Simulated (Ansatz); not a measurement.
The calculation's input:

```
crystal:
  lattice:
    - [3.6435038117, -0.0036660877, 0.0018873041]
    - [-1.8249268309, 3.1284967506, 0.0508819209]
    - [0.0058769774, 0.1863483764, 11.2594716672]
  atoms:
    - { symbol: Ti, position: [0.3424940764, 0.5743406978, 0.643279906] }
    - { symbol: Ti, position: [0.6747788472, 0.3209903495, 0.3468274761] }
    - { symbol: Ag, position: [0.0097834386, 0.0086190586, 0.0185104277] }
    - { symbol: Sb, position: [0.3163678202, 0.651825517, 0.1725442611] }
    - { symbol: Sb, position: [0.6506463858, 0.2669613266, 0.817256366] }
    - { symbol: Sb, position: [0.0134523046, -0.0406012783, 0.5081577006] }
kpoints:
  mp_grid: { grid: [6, 6, 2] }
hamiltonian:
  xc: pbesol
scf:
  occupations: { method: fermi_dirac, width: 0.05 }
relax:
  f_tol: 0.01
  cell: {}
  max_steps: 120
output:
  write_density: true
  write_potential: true
  elf: true
  volumetric_format: npy
```

Command:

```sh
ansatz run input.yaml --threads 2 --pin off --max-ram 2211MiB --backend cpu --events-out ev --progress --plain --runs-dir out
```

Below, planes, directions and counts refer to the conventional cell (a = 3.63 Å, b = 3.63 Å, c = 11.37 Å, α = 90.01°, β = 90.00°, γ = 120.00°).

The fields are those of the run's last geometry, not of the input's.

Space group P-3m1; a structure from a database of computed crystals, not necessarily the ambient phase; started from the K2NaCl3-164 prototype, which need not be the ambient phase; changed on purpose from its base cell (shaken); computed without spin polarisation.

Level of theory: DFT, PBEsol, plane waves, PAW (Ansatz 0.2.0).

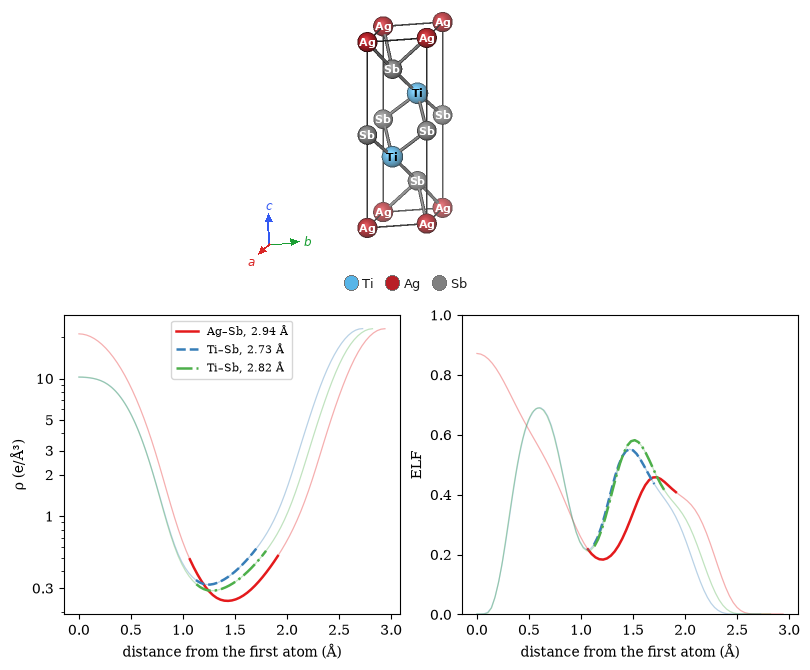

Ti₂AgSb₃. Valence charge density (pseudo) and electron localisation function along straight lines between neighbouring atoms. Thin, pale parts lie inside the atomic spheres. The structure is drawn too.

In a PAW calculation such maps are meaningful between the atoms, not at the nuclei.

### Compare the contacts.

Ag–Sb (2.94 Å): ρ at the midpoint is about 0.24 e/Å³; the ELF is about 0.30 at the midpoint; no shared electron pair shows on this line.
Ti–Sb (2.73 Å): ρ is about 0.34 e/Å³ halfway; the ELF reaches about 0.55 near the midpoint.
Ti–Sb (2.82 Å): the density is about 0.3 e/Å³ at the midpoint; the ELF reaches about 0.60 near the midpoint.
